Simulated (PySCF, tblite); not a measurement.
# C6H9BN2: geometry, infrared bands and NMR shifts

Wanted: the infrared bands and NMR shifts of C6H9BN2 (`[H]/N=C\C#C/C=N\B(C)C`), by calculation.

Programs: tblite 0.8.0 and PySCF 2.14.0, with density-fitted response routines of our own. Each step states its level of theory. These are calculated values for one molecule in the gas phase, unless marked as measured. Atoms count from 0, in the outputs and in this text.

### 1 Starting geometry

18 atoms, charge 0, multiplicity 1; geometry from: force field or distance geometry start.

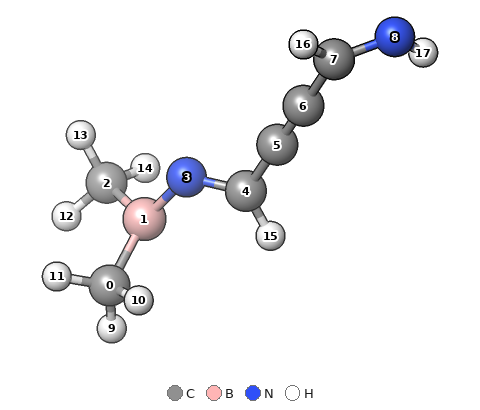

As it starts; carbon grey, boron pink, nitrogen blue, hydrogen white, atoms numbered.

### 2 Optimising the geometry with GFN2-xTB

The job: settings as JSON, then the geometry in Å.

```
{"job": {"kind": "relax", "xc": "GFN2-xTB", "basis": "xTB"}, "charge": 0, "multiplicity": 1}
C     -2.622300    -1.243000     0.615900
B     -1.910100     0.021400    -0.056000
C     -2.780800     1.317100    -0.217800
N     -0.413300     0.157300     0.164500
C      0.496800    -0.503400    -0.427500
C      1.859200    -0.225600    -0.079800
C      3.013000     0.001900     0.231100
C      4.385000     0.273700     0.610900
N      5.316000     0.472300    -0.256700
H     -3.399700    -1.680100    -0.066300
H     -1.845400    -2.007800     0.773800
H     -3.039800    -1.024500     1.628600
H     -3.860800     1.084300    -0.064400
H     -2.524600     2.118900     0.514000
H     -2.564000     1.734400    -1.219900
H      0.216800    -1.227300    -1.174400
H      4.593100     0.294600     1.666800
H      5.072100     0.442100    -1.279000
```

On the command line:

```console
OMP_NUM_THREADS=1 python probes_run.py task.json out
```

This one command runs all jobs of the session in turn.

**Question.** This job is followed by: GFN2-xTB harmonic vibrations, gas phase; GIAO PBE0/pcSseg-1 NMR shielding, non-relativistic, gas phase. Predict these results of the whole session: strongest single infrared mode (GFN2-xTB); zero-point energy (GFN2-xTB); 13C shifts against TMS (PBE0/pcSseg-1, means over atoms taken as alike); 1H shifts against TMS (PBE0/pcSseg-1, means over atoms taken as alike); 11B shifts against BF3·OEt2 (PBE0/pcSseg-1); 15N shifts against NH3 (PBE0/pcSseg-1).

**Answer**, as computed:

```
                                                               quantity                              value
                              strongest single infrared mode (GFN2-xTB)              1667 cm⁻¹, 288 km/mol
                                           zero-point energy (GFN2-xTB)                      86.1 kcal/mol
13C shifts against TMS (PBE0/pcSseg-1, means over atoms taken as alike)  156.3, 127.6, 93.0, 92.4, 4.8 ppm
 1H shifts against TMS (PBE0/pcSseg-1, means over atoms taken as alike)        12.56, 8.08, 7.58, 0.50 ppm
                            11B shifts against BF3·OEt2 (PBE0/pcSseg-1)                           26.7 ppm
                                 15N shifts against NH3 (PBE0/pcSseg-1)                   423.9, 412.4 ppm
```

What this shows: The optimisation took 114 steps and gained 1.108 eV; among the close pairs (by a distance rule), B1–N3 changed most, from 1.519 to 1.338 Å. The lowest mode is slightly imaginary (8i cm⁻¹), a soft motion within the noise of the Hessian, so the minimum is not strictly shown. The strongest single mode, at 1667 cm⁻¹, moves mainly C7 and N8. GFN2-xTB is a fitted tight-binding method: band positions and strengths are rough. Its intensities can rank the bands wrongly. At PBE0/pcSseg-1: The largest span, 779 ppm, is at N8, where the paramagnetic term is -464 ppm.
